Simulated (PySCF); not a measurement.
## Electronic structure of C₃H₈N₂OSi₂ in real space

Input file:

```
{"job": {"kind": "uv", "xc": "CAM-B3LYP", "basis": "def2-SVPD", "nstates": 8, "ntriplets": 3}, "charge": 0, "multiplicity": 1}
N     -1.012736     3.210769     0.780574
C     -1.406009     2.166382     0.521541
C     -1.839446     0.852965     0.178192
Si    -0.402028    -0.156897    -0.612796
C     -1.183744    -1.893097    -0.842178
O     -2.078324    -2.314289    -0.150023
Si     1.432030    -0.234117     0.809885
N      2.801630    -0.193765    -0.235884
H     -2.182975     0.340537     1.079327
H     -2.687300     0.927259    -0.505316
H     -0.228992     0.355328    -1.985916
H     -0.743527    -2.556246    -1.616810
H      1.581655    -1.502081     1.532831
H      1.353798     0.845626     1.811162
H      2.875194     0.532307    -0.931466
H      3.713175    -0.371738     0.155465
```

Command:

```sh
OMP_NUM_THREADS=1 python probes_run.py task.json out
```

Geometry: GFN2-xTB.

Method: CAM-B3LYP/def2-SVPD, SCF density, gas phase in PySCF.

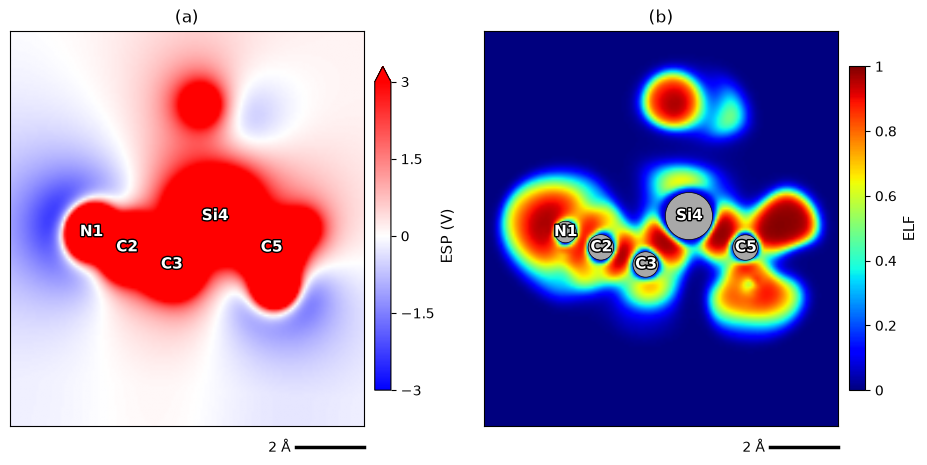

Figure 1. (a) molecular electrostatic potential; (b) electron localisation function on the plane of atoms C3, Si4 and C5. Grey discs cover the atomic cores in the ELF map.

What do the fields say about this system?

Atoms in the plane: N, C and Si. C–N (1.15 Å): the ELF peaks at about 0.85 between the atoms; a short, multiple covalent bond. C–C (1.43 Å): the ELF peaks at about 0.95 between the atoms, as expected for localised, covalent bonding. C–Si (1.92 Å): the ELF peaks at about 1 between the atoms, as expected for localised, covalent bonding. The ELF also peaks beside O6 and N1, away from the bonds: lone-pair regions. Outside the dense part of the molecule the potential is most negative (−2.3 V) near N1.

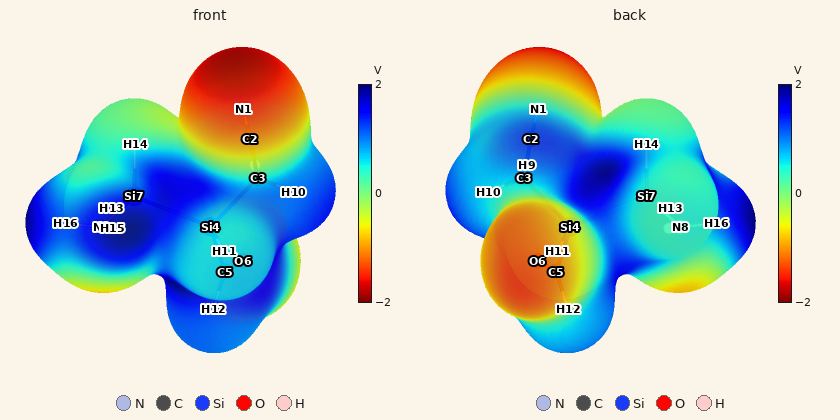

Figure 2. The molecular electrostatic potential painted on the density surface at 0.002 e/bohr³, seen from the front and from behind; the colour scale runs from red (negative) to blue (positive).

Where is the surface potential most negative and most positive?

The most negative region (about −1.9 V) lies over N1, the most positive (about +2.0 V) over Si4, Si7, H15 and H16. N1 is the likeliest acceptor of a hydrogen bond.
